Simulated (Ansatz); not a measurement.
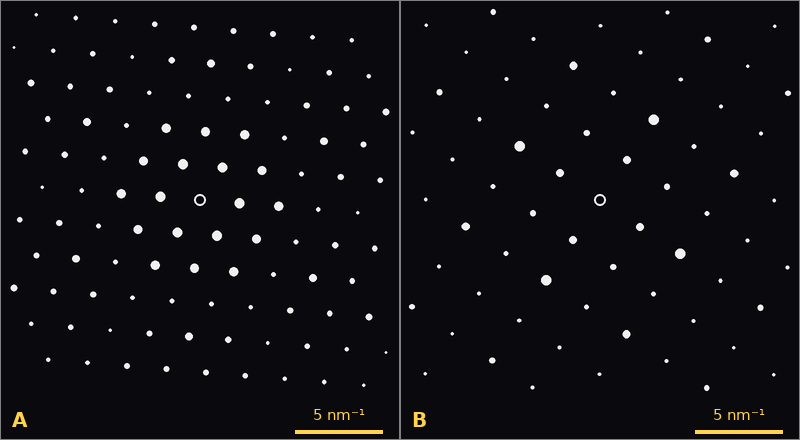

Kinematic electron diffraction patterns (200 kV, B = 0.5 Å², same scale, each along a low-index zone) of two structures of composition CaO3, each relaxed at zero pressure with DFT PBE, scalar-relativistic, plane waves, PAW in Ansatz 0.2.0. Each run keeps the magnetic state that it reached.

The structures (standard cells):
1. P6_3/mmc (No. 194), a = 5.075 Å, c = 4.520 Å (hexagonal axes), 8 atoms; generated start, possibly hypothetical
2. Pm-3m (No. 221), a = 3.598 Å, 4 atoms; generated start, possibly hypothetical

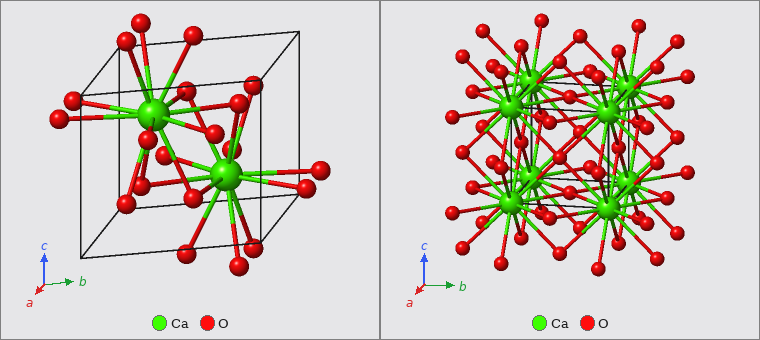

Drawings of the structures 1 to 2, from left to right (each may span several cells).

Question: Which pattern belongs to which structure, and along which zone?

Answer: A is structure 1 along [001]: hexagonal net of 1 -1 0 at d = 4.39 Å and 1 0 0 at d = 4.39 Å, 60.0° apart. B is structure 2 along [001] or an equivalent direction: square net of 1 0 0 at d = 3.60 Å and 0 1 0 at d = 3.60 Å, 90.0° apart.

Question: Rank the structures by their computed energy.

Answer: Structure 1 (P6_3/mmc, 12.60 Å³ an atom) is the lowest of these; structure 2 (Pm-3m, 11.65 Å³ an atom) lies about 88 meV an atom higher. These are static energies at 0 K; other structures, not shown, may lie lower still.
